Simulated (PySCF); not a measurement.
## Electronic structure of C$_{3}$H$_{13}$NSi$_{2}$ (SMILES C[Si](C)(N)C[SiH3]) in real space

```yaml
atoms:
  - { symbol: C, position_ang: [-1.4329, 0.2922, -1.1412] }
  - { symbol: Si, position_ang: [-0.5472, 0.2705, 0.5530] }
  - { symbol: C, position_ang: [-0.7954, -1.4271, 1.3703] }
  - { symbol: N, position_ang: [-1.1411, 1.4318, 1.6987] }
  - { symbol: C, position_ang: [1.2968, 0.6862, 0.3046] }
  - { symbol: Si, position_ang: [2.2719, -0.4974, -0.8068] }
  - { symbol: H, position_ang: [-2.5045, 0.1491, -1.0329] }
  - { symbol: H, position_ang: [-1.0635, -0.4932, -1.7929] }
  - { symbol: H, position_ang: [-1.2816, 1.2378, -1.6546] }
  - { symbol: H, position_ang: [-0.2466, -1.4964, 2.3033] }
  - { symbol: H, position_ang: [-0.4510, -2.2271, 0.7238] }
  - { symbol: H, position_ang: [-1.8416, -1.6129, 1.5916] }
  - { symbol: H, position_ang: [-2.0523, 1.2911, 2.1041] }
  - { symbol: H, position_ang: [-1.0009, 2.4121, 1.5150] }
  - { symbol: H, position_ang: [1.3761, 1.6919, -0.1083] }
  - { symbol: H, position_ang: [1.7767, 0.7266, 1.2817] }
  - { symbol: H, position_ang: [1.7229, -0.4992, -2.1664] }
  - { symbol: H, position_ang: [2.2312, -1.8602, -0.2700] }
  - { symbol: H, position_ang: [3.6734, -0.0666, -0.8797] }
```

Geometry: GFN2-xTB.

These are results of PBE0/pcSseg-1, SCF density, gas phase, non-relativistic in PySCF 2.14.0, not measurements.

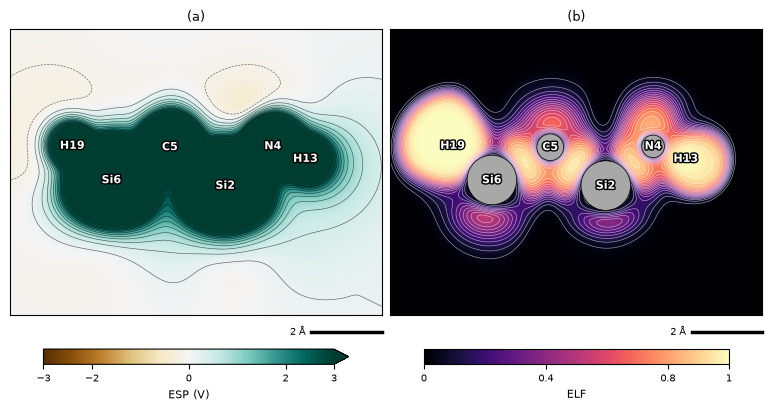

Figure 1. (a) electrostatic potential; (b) ELF on the plane of atoms N4, Si2 and C5. Grey discs cover the atomic cores in the ELF map.

Question: Describe what can be read from this map.

Answer:
- The plane passes through Si, N, C and H nuclei.
- Si–N (1.74 Å): the ELF peaks at about 0.90 between the atoms (a polar covalent bond).
- C–Si (1.89 Å): the ELF peaks at about 0.95 between the atoms (localised, covalent bonding).
- N–H (1.01 Å): the ELF climbs to about 1 towards the hydrogen, as it does in any bond to H (a covalent bond by its length).
- Si–H (1.47 Å): the ELF climbs to about 1 towards the hydrogen.
- Outside the dense part of the molecule the potential is most negative (−0.4 V) near H14, which lies off the plane.

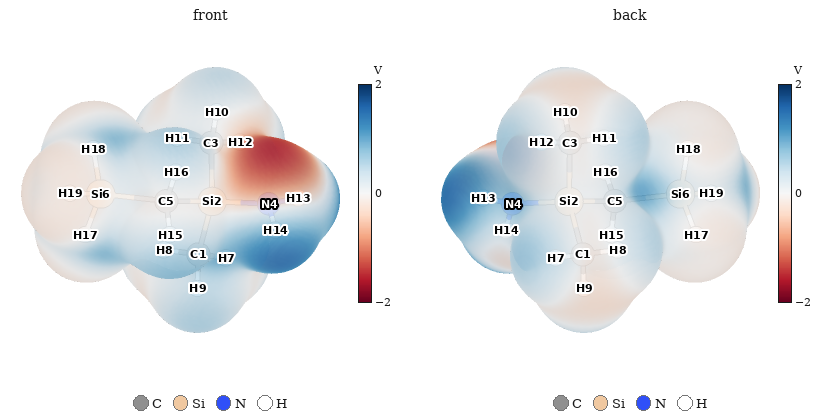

Figure 2. The electrostatic potential painted on the density surface at 0.002 e/bohr³, seen from the front and from behind; red is negative and blue positive.

Question: Which sites attract a positive test charge, and which a negative one?

Answer: A positive charge is drawn to the negative regions and a negative charge to the positive ones. The most negative region (about −1.5 V) lies over N4, the most positive (about +1.5 V) over H13 and H14. N4 is the likeliest acceptor of a hydrogen bond.
